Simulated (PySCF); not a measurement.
# CH5GeO: the cost of one run

Programs: PySCF 2.14.0, with density-fitted response routines of our own. Each step states its level of theory. These are calculated values for one molecule in the gas phase, unless marked as measured. Atoms are numbered from 0 throughout.

### 1 The molecule as given

8 atoms, charge -1, multiplicity 1; geometry from: GFN2-xTB.

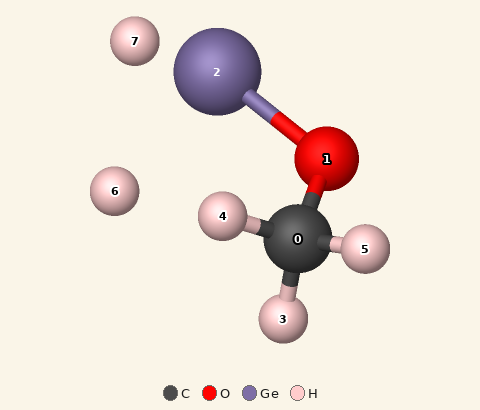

The starting geometry (carbon dark grey, oxygen red, germanium purple, hydrogen pink), atoms numbered.

### 2 Geometry optimisation at PBE0-D3(BJ)/def2-SVP

Job settings and geometry (Å):

```
{"job": {"xc": "PBE0", "basis": "def2-SVP", "d3": "d3bj", "grid": 1, "kind": "geom"}, "charge": -1, "multiplicity": 1}
C     -1.031100    -0.123110     0.143660
O     -0.048660    -1.055680     0.413180
Ge     1.768680    -0.608780     0.220100
H     -1.347180    -0.168000    -0.909370
H     -0.680760     0.894270     0.342850
H     -1.913210    -0.323570     0.776760
H      1.636200     0.272220    -1.529480
H      1.634140     1.131480     1.123950
```

Command:

```sh
$ OMP_NUM_THREADS=1 python probes_run.py task.json out
```

This one command runs all jobs of the session in turn.

**Question.** How long does this first job take on 1 thread of Intel Xeon at 2.60GHz, shared host, and how much memory does it need?

About 20 s, with a peak of 0.35 GiB.
